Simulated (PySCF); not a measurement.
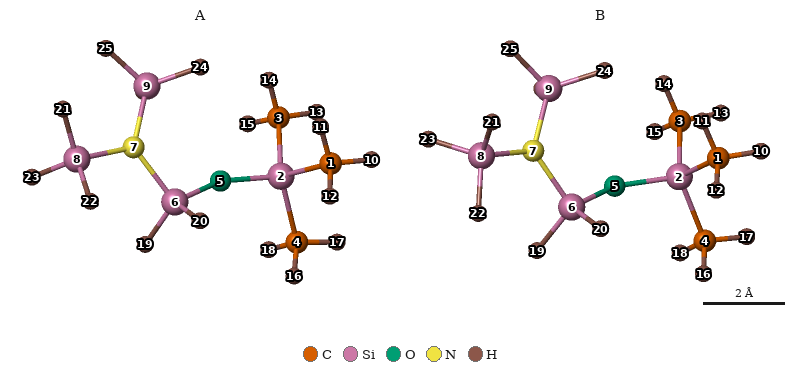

Two geometries of C$_{3}$H$_{17}$NOSi$_{4}$, drawn at one scale. One is the start of a relaxation, the other its converged end. The picture is a ball-and-stick view, seen from a free direction.

Method: PBE0-D3(BJ)/def2-SVP geometry optimisation, gas phase (PySCF). 

Question: Which geometry has the lower energy?

Answer: Structure B is the relaxed one. The start comes from GFN2-xTB. The largest moves after the best rigid fit, 1.03 Å, are those of H atoms. Largest moves by element: H 1.03 Å, C 0.34 Å, O 0.33 Å, Si 0.21 Å, N 0.11 Å. Some distances before and after: O–Si 1.634 → 1.680 Å, O–Si 1.610 → 1.646 Å, C–Si 1.903 → 1.868 Å, H–Si 1.463 → 1.497 Å. Bond angles that change, for instance: Si–O–Si 156.2° → 147.6°, H–Si–H 112.8° → 108.7°, N–Si–H 108.1° → 111.9°. Groups turn about N–Si by about 30°, O–Si by about 25°. The energy falls by 6.32 kcal/mol in 18 geometry steps. Largest force component: 1.5 eV/Å at the start, 0.019 eV/Å at the end. The run took of the order of 10 core-minutes on a shared host.
